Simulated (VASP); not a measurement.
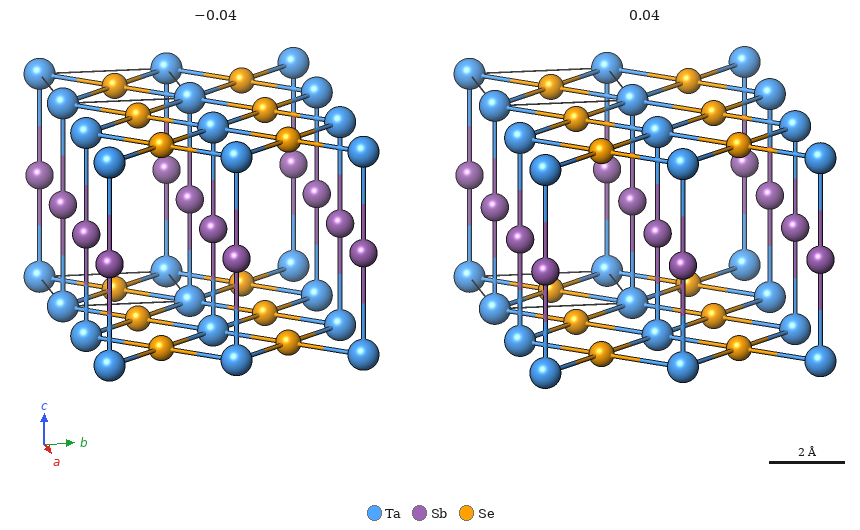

A crystal of TaSbSe (a generated structure, set up in P4/mmm), held at several strains, with the atoms relaxed (per unit of the tabulated number the cell is strained by 1.0 along b, 1.0 along a). The picture shows the first and the last member. The picture is a ball-and-stick view of the cell of the calculation, repeated 3 × 2 × 1 with one cell outlined, seen slightly off an axis.

Computed with VASP 6.6.1: PBE, VASP PAW PBE potentials, recommended. (plane-wave cutoff 520 eV; k-point mesh 7 × 7 × 5; occupations fermi-dirac; smearing width 0.05 eV; no spin polarisation)

```
strain  energy (meV/atom)
 −0.04              71.83
 −0.02              16.18
 −0.01                  ?
   0.0               0.00
  0.01               3.42
  0.02              13.13
  0.04              49.38
```

Q: One row is withheld. What does the calculation give there?

A: A parabola through three neighbouring rows (−0.02, 0.0, 0.01) gives, with Lagrange weights, (0.3333)(16.18) + (1.0000)(0.00) + (−0.3333)(3.42) = 4.25 meV/atom. The calculation gives 3.82 meV/atom. The estimate is 0.43 meV/atom too high. From the first member to the last: Se–Ta 2.464 → 2.669 Å.

The whole series:

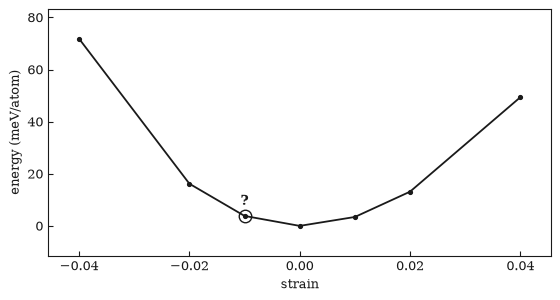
